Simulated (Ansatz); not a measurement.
A series of calculations on CH5BCl2O

## 1. Relaxation

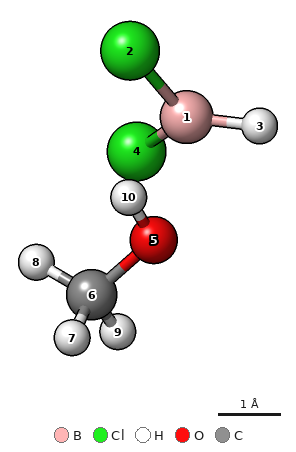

Starting structure of CH5BCl2O. The picture is a ball-and-stick view, seen from a free direction.

The run prepares an end point of a later path (reaction) calculation, from a guessed geometry.

Level of theory: Ansatz, RKS PBE0-D4/def2-SVP.

Input file:
```yaml
crystal:
  periodic: [false, false, false]
  atoms:
    - { symbol: B, position_ang: [-0.065003, 0.460672, 0.129448] }
    - { symbol: Cl, position_ang: [-0.364055, 0.464621, 1.928674] }
    - { symbol: H, position_ang: [1.05328, 0.614828, -0.268195] }
    - { symbol: Cl, position_ang: [-1.435579, 0.504791, -0.943881] }
    - { symbol: O, position_ang: [0.266378, -2.111144, 0.299978] }
    - { symbol: C, position_ang: [-0.797217, -2.898299, -0.173005] }
    - { symbol: H, position_ang: [-0.680654, -3.961283, 0.109966] }
    - { symbol: H, position_ang: [-1.783695, -2.543188, 0.178779] }
    - { symbol: H, position_ang: [-0.791462, -2.836884, -1.271837] }
    - { symbol: H, position_ang: [0.156408, -1.966614, 1.265673] }
basis:
  gaussian: { orbitals: def2-SVP }
hamiltonian:
  xc: pbe0
  dispersion: d4
relax:
  f_tol: 0.03
  max_steps: 50
```

Command:
```bash
ansatz run input.yaml --threads 2 --pin off --max-ram 3072MiB --backend cpu --events-out ev --progress --plain --runs-dir out
```

Predict the outcome.

Answer. Over 19 accepted moves (24 points after the start) the energy falls by 13.0 kcal/mol. The largest force component goes from 1.1 to 0.024 eV/Å. The line search rejected the trial steps at points 9, 10, 17, 19, 22 of the run. The forces were under the threshold at step 7, but the run went on from there. The atom that moves furthest after the best rigid fit is H3 (0.88 Å). Largest moves by element: H 0.88 Å, Cl 0.79 Å, O 0.64 Å, B 0.62 Å, C 0.28 Å. Some distances before and after: B1–O5 2.599 → 1.617 Å, B1–Cl4 1.741 → 1.831 Å, O5–C6 1.405 → 1.433 Å, O5–H10 0.983 → 0.972 Å. New bonds form, among them: B1–O5 (2.60 → 1.62 Å). Among the angles between lasting bonds that change: H3–B1–Cl4 121.8° → 114.1°, Cl2–B1–Cl4 118.6° → 113.6°, C6–O5–H10 109.2° → 113.2°.

Final geometry:

```xyz
10

B    -0.0951   -0.1519    0.2048
Cl    0.3993    0.6075    1.7863
H     0.7207   -0.0872   -0.6828
Cl   -1.7981    0.2745   -0.3138
O    -0.1300   -1.7157    0.6145
C    -0.6723   -2.6842   -0.2922
H    -0.5295   -3.6819    0.1420
H    -1.7308   -2.4700   -0.4911
H    -0.0942   -2.5928   -1.2183
H    -0.5116   -1.7708    1.5064
```

The end point in the same view:

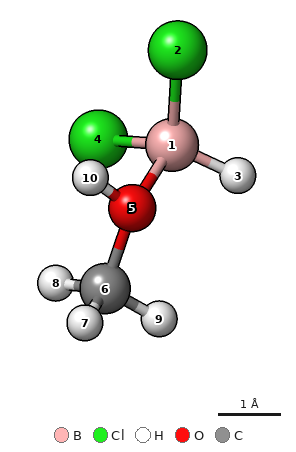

Limits of the set-up: the start holds two separate molecules, 2.6 Å apart at their closest, whose relative position is a soft coordinate.

## 2. Relaxation

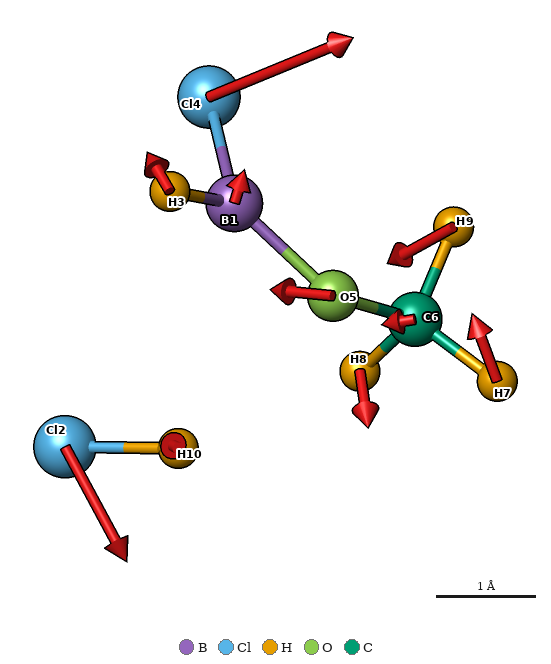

This is a relaxation of CH₅BCl₂O. The starting structure is drawn; red arrows show the displacements, at their true length. The two geometries are superimposed by the best rigid fit.

The picture is a ball-and-stick view, seen at a tilt.

The run prepares an end point of a later path (reaction) calculation, from a guessed geometry.

Method: RKS PBE0-D4/def2-SVP in Ansatz.

The input:
```yaml
crystal:
  periodic: [false, false, false]
  atoms:
    - { symbol: B, position_ang: [0.02566, -0.373345, -0.44364] }
    - { symbol: Cl, position_ang: [-0.529158, -0.154204, 2.563528] }
    - { symbol: H, position_ang: [0.929071, 0.392158, -0.250951] }
    - { symbol: Cl, position_ang: [-1.449198, 0.174672, -1.232973] }
    - { symbol: O, position_ang: [0.208581, -1.693468, -0.112901] }
    - { symbol: C, position_ang: [-0.779778, -2.686071, -0.287952] }
    - { symbol: H, position_ang: [-0.300949, -3.665353, -0.153289] }
    - { symbol: H, position_ang: [-1.579658, -2.568172, 0.461102] }
    - { symbol: H, position_ang: [-1.230323, -2.634137, -1.290458] }
    - { symbol: H, position_ang: [0.264152, -1.06458, 2.003133] }
basis:
  gaussian: { orbitals: def2-SVP }
hamiltonian:
  xc: pbe0
  dispersion: d4
relax:
  f_tol: 0.03
  max_steps: 50
```

Command:
```bash
ansatz run input.yaml --threads 2 --pin off --max-ram 3072MiB --backend cpu --events-out ev --progress --plain --runs-dir out
```

> Atoms of which element are displaced furthest, and by how much?

Chlorine: up to 1.94 Å, against 0.98 Å for hydrogen.

> What happened in the run?

The energy falls by 0.140 eV in 31 accepted moves (38 points after the start). Largest force component: 1.1 eV/Å at the start, 0.018 eV/Å at the end. The line search rejected the trial steps at points 2, 10, 14, 21, 22, 25, 32 of the run. The forces were under the threshold at step 12, but the run went on from there. The atom that moves furthest after the best rigid fit is Cl4 (1.94 Å). By element the largest moves are Cl 1.94 Å, H 0.98 Å, O 0.79 Å, B 0.37 Å, C 0.37 Å. Among the contacts that change: Cl2–H10 1.331 → 1.301 Å, B1–O5 1.373 → 1.344 Å, O5–C6 1.412 → 1.420 Å. Among the angles between lasting bonds that change: O5–C6–H8 110.4° → 107.0°, O5–C6–H7 107.8° → 110.5°. Groups turn about O5–C6 by about 105°. Cost: 54 s on 2 threads of Intel(R) Xeon(R) 6975P-C (Granite Rapids) (shared host), peak memory 0.24 GiB.

Limits of the set-up: the start holds two separate molecules, 2.2 Å apart at their closest, whose relative position is a soft coordinate.

## 3. Path

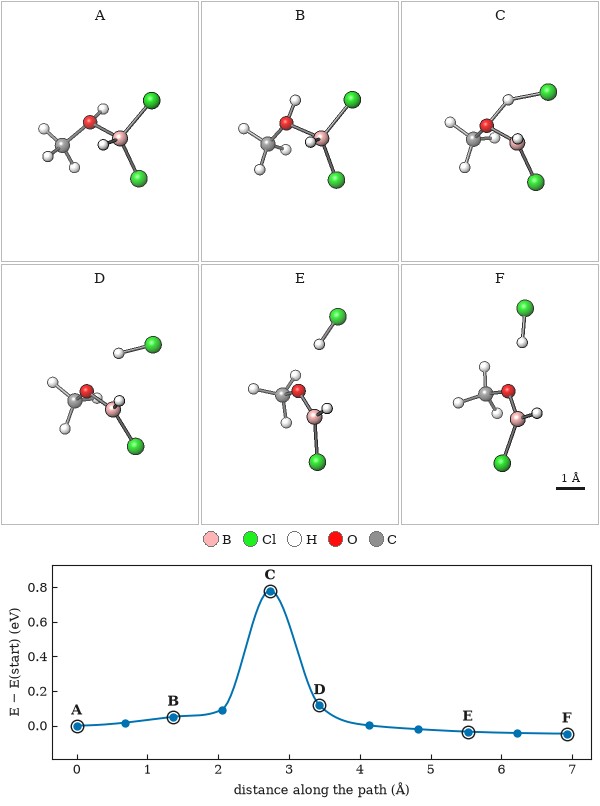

A search for the minimum-energy path of CH5BCl2O by the nudged elastic band. Images are numbered from 0 (start) to 10 (end). Frames A to F are images 0, 2, 4, 5, 8, 10. The picture is a ball-and-stick view, seen at a tilt.

Level of theory: RKS PBE0-D4/def2-SVP (Ansatz). Set-up: 9 movable images; climbing image; force threshold 0.03 eV/Å; iteration limit 60; starting path through a guess of the saddle point.

**Describe the mechanism and the energy profile.**

Breaking: B–Cl (1.82 → 4.21 Å), H–O (0.97 → 1.87 Å). Forming: Cl–H (2.56 → 1.30 Å). The highest point, image 4, lies 0.78 eV above the start and 0.83 eV above the end; the end is at −0.05 eV relative to the start. The band converged in 22 iterations. The largest component of the band force went from 16 to 0.03 eV/Å. The climbing image converged on the top of the path. Its vibrational analysis gives one imaginary mode (994i cm⁻¹), as a transition state must have.
